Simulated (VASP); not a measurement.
Band structure of SnTe. Method: PBE GGA, VASP's PBE PAW potentials (set 64) (plane waves; VASP 6.6.1).

The cell holds a wide vacuum, so values per volume refer to the whole cell. Unless said otherwise, spin-orbit coupling is left out, though it shifts the bands of the heavy elements here.

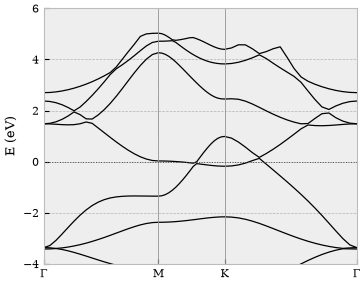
Figure. Bands along high-symmetry lines, zero at the valence-band maximum or, without a gap, the Fermi level

Q: Read the plot: is there a gap, and where are the band edges?

A: It has no gap at this level: it comes out as a metal or semimetal.

The cell is a sheet with vacuum, built from a generated structure.
